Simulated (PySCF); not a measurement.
Vertical excitations of a molecule C4H4S2 from TDDFT-PBE/def2-SVPD (PySCF 2.14.0), as energy in eV (oscillator strength): 3.40 (0.000), 3.79 (0.026), 4.38 (0.124), 4.53 (0.000), 4.65 (0.002), 5.14 (0.000), 5.44 (0.000), 5.47 (0.000), 5.63 (0.000), 5.78 (0.000). Lowest triplet (TDA): 3.00 eV. Geometry optimised at TPSSh-D3(BJ)/def2-SVP. The values are those of a single conformer.

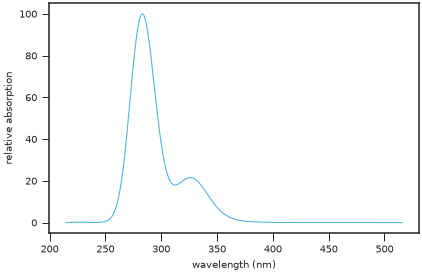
The lines broadened by 0.4 eV.

Task: Which structure fits?
(A) Sc1ccsc1
(B) C#CC1SCS1
(C) Sc1cccs1
(D) C=C1SC=CS1

Result: D, C=C1SC=CS1
